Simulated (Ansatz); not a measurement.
**ClGe2H4N: rigid scan of one bond length**

How does the energy of ClGe2H4N change as one bond is stretched? Aim: a rigid scan of one bond length, for ClGe2H4N, run from a script.

All numbers are computed with Ansatz 0.2.0 through its Python package. Level of theory: PBE/def2-SVP.

### Step 1. Starting point

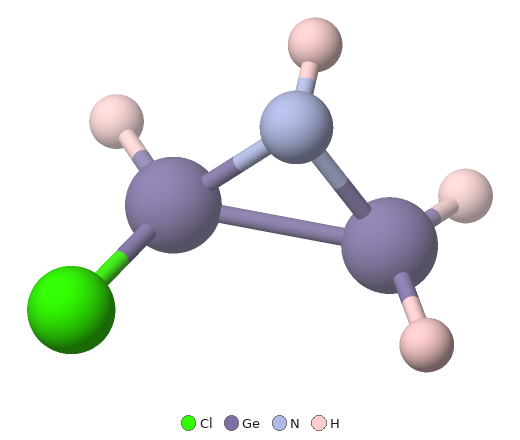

The starting structure, viewed from a chosen angle; chlorine green, germanium purple, nitrogen light blue, hydrogen pink.

The script holds or builds the structure itself.

### Step 2. The script

scan_clge2h4n.py

```python
import logging
import sys

import ansatz
import numpy as np

logging.basicConfig(stream=sys.stdout, format="%(levelname)s:%(name)s:%(message)s")
log = logging.getLogger("calc")
log.setLevel(logging.INFO)


def main() -> None:
    geometry_ang = [
        ("Cl", (-2.4468, 0.8759, -1.1919)),
        ("Ge", (-0.404, 0.9226, -0.658)),
        ("N", (-0.218, 0.2119, 1.0343)),
        ("Ge", (0.5164, -1.2059, 0.0272)),
        ("H", (0.5233, 2.1496, -0.8688)),
        ("H", (0.6545, 0.689, 1.4605)),
        ("H", (2.0108, -1.3383, 0.1391)),
        ("H", (-0.5442, -2.3619, 0.0018)),
    ]
    molecule = ansatz.Crystal.molecule()
    for symbol, xyz in geometry_ang:
        molecule = molecule.atom(symbol, xyz)

    symbols = [site.symbol for site in molecule.cartesian_sites]
    start = np.array([site.position_ang for site in molecule.cartesian_sites])
    axis = (start[5] - start[2]) / np.linalg.norm(start[5] - start[2])
    moving = [5]
    lengths, energies = [0.952, 0.995, 1.039, 1.082, 1.125, 1.168, 1.212, 1.277], []
    for length in lengths:
        xyz = start.copy()
        xyz[moving] += (length - np.linalg.norm(start[5] - start[2])) * axis
        point = ansatz.Crystal.molecule()
        for symbol, xyz in zip(symbols, xyz):
            point = point.atom(symbol, xyz.tolist())
        job = (
            point.calculation()
            .basis(gaussian="def2-SVP")
            .functional("pbe")
            .scf(lower_state_search="light")
        )
        summary = job.run().report
        energies.append(summary["free_energy_ev"])
        log.info(f"r = {length:6.3f} A  E = {energies[-1]:.5f} eV  <S^2> = {abs(summary['mean_field']['state']['spin_squared']):.3f}")

    fit = np.polynomial.Polynomial.fit(lengths, np.array(energies) - min(energies), 4).convert()
    roots = [r.real for r in fit.deriv().roots() if abs(r.imag) < 1e-9 and fit.deriv(2)(r.real) > 0]
    r_e = min(roots, key=lambda r: abs(r - lengths[int(np.argmin(energies))]))
    log.info(f"minimum of the fit at {r_e:.4f} A, force constant {fit.deriv(2)(r_e):.2f} eV/A^2")


if __name__ == "__main__":
    main()
```

### Step 3. What the engine is handed

The engine receives this input (first run):

```yaml
crystal:
  periodic: [false, false, false]
  atoms:
    - { symbol: Cl, position_ang: [-2.4468, 0.8759, -1.1919] }
    - { symbol: Ge, position_ang: [-0.404, 0.9226, -0.658] }
    - { symbol: "N", position_ang: [-0.218, 0.2119, 1.0343] }
    - { symbol: Ge, position_ang: [0.5164, -1.2059, 0.0272] }
    - { symbol: H, position_ang: [0.5233, 2.1496, -0.8688] }
    - { symbol: H, position_ang: [0.5497355437682884, 0.6317127540766193, 1.4093245143312831] }
    - { symbol: H, position_ang: [2.0108, -1.3383, 0.1391] }
    - { symbol: H, position_ang: [-0.5442, -2.3619, 0.0018] }
basis:
  gaussian:
    orbitals: def2-SVP
hamiltonian:
  xc: pbe
scf:
  lower_state_search: light
```

### Step 4. Launch

The run is started by

```console
$ python scan_clge2h4n.py
```

The program printed:

```text
INFO:calc:r =  0.952 A  E = -127070.42396 eV  <S^2> = 0.000
INFO:calc:r =  0.995 A  E = -127070.55370 eV  <S^2> = 0.000
INFO:calc:r =  1.039 A  E = -127070.58792 eV  <S^2> = 0.000
INFO:calc:r =  1.082 A  E = -127070.54857 eV  <S^2> = 0.000
INFO:calc:r =  1.125 A  E = -127070.45535 eV  <S^2> = 0.000
INFO:calc:r =  1.168 A  E = -127070.32226 eV  <S^2> = 0.000
INFO:calc:r =  1.212 A  E = -127070.15615 eV  <S^2> = 0.000
INFO:calc:r =  1.277 A  E = -127069.87403 eV  <S^2> = 0.000
INFO:calc:minimum of the fit at 1.0352 A, force constant 39.93 eV/A^2
```

Run time: 27 s. Hardware: 1 thread of Arm Neoverse V1, shared host; peak memory 0.23 GiB.

### Step 5. Inputs of later runs

The engine's inputs for some of the other runs:

Run 2, against run 1:

```diff
@@ -9 +9 @@
-    - { symbol: H, position_ang: [0.5497355437682884, 0.6317127540766193, 1.4093245143312831] }
+    - { symbol: H, position_ang: [0.584412674421688, 0.6506748847754582, 1.4262636468063306] }
```

Run 3, against run 1:

```diff
@@ -9 +9 @@
-    - { symbol: H, position_ang: [0.5497355437682884, 0.6317127540766193, 1.4093245143312831] }
+    - { symbol: H, position_ang: [0.6198962499740037, 0.670077995257991, 1.443596712594751] }
```

Run 5, against run 1:

```diff
@@ -9 +9 @@
-    - { symbol: H, position_ang: [0.5497355437682884, 0.6317127540766193, 1.4093245143312831] }
+    - { symbol: H, position_ang: [0.689250511280803, 0.7080022566556688, 1.4774749775448461] }
```

Lines on the test bed's own set-up are left out of the output.

### Step 6. What each run gave

One row for each of the 8 runs:

```
run  distance (Å)  energy from run 3 (eV)  SCF cycles  CPU time (s)
  1          0.95                  0.1640          20           3.4
  2          0.99                  0.0342          18           3.1
  3          1.04                  0.0000          19           3.4
  4          1.08                  0.0394          19           3.4
  5          1.12                  0.1326          19           3.4
  6          1.17                  0.2657          19           3.3
  7          1.21                  0.4318          19           3.3
  8          1.28                  0.7139          20           3.3
```

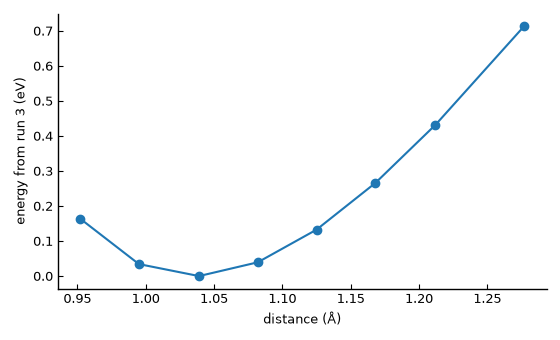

Energy against distance; lines join the points.

### Step 7. What came out

```
                        quantity     value
bond length at the fit's minimum  1.0352 Å
                   runs compared         8
                 range of energy  0.714 eV
      lowest point, distance (Å)      1.04
```

In words: The lowest point, at 1.04, lies inside the range. The ends stand 0.164 and 0.714 eV above it. The distance scanned is the script's pair 2, 5. The rest of the molecule is held rigid at a force-field or estimated start geometry, and the basis set is modest; single-reference methods fail as a bond breaks. The orbitals are restricted, so S² is zero by construction.
